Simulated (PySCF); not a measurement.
Si(All)(Cl)(Me)2, SMILES C[Si](CC=C)(C)Cl (C5H11ClSi), GFN2-xTB optimised geometry. Atoms within 1.6 Å of the plane z = 0.0 Å (x, y, z in Å): C1 (-0.96, -2.91, 1.41), C3 (-0.63, -0.45, 1.59), Si4 (-0.03, 0.45, 0.00), C5 (-0.63, 2.25, 0.00), C6 (-0.63, -0.49, -1.54), Cl7 (2.02, 0.45, 0.00), H8 (-0.59, -3.92, 1.43), H9 (-2.02, -2.79, 1.22), H13 (-0.27, 2.78, -0.88), H14 (-0.27, 2.79, 0.87), H15 (-1.71, 2.31, 0.00), H16 (-0.33, -1.53, -1.51).

Method: B3LYP/def2-SVP run with PySCF. Cells within 0.4 Å of a nucleus heavier than hydrogen are left out (blank, or x).

Map of the electrostatic potential (hartree/e), clipped to [-0.08, 0.12] on the plane z = 0.0 Å:

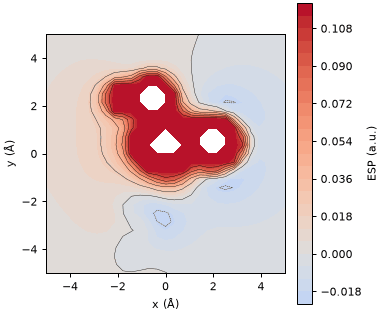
Figure. Electrostatic potential (hartree/e), clipped to [-0.08, 0.12] on the plane z = 0.0 Å.
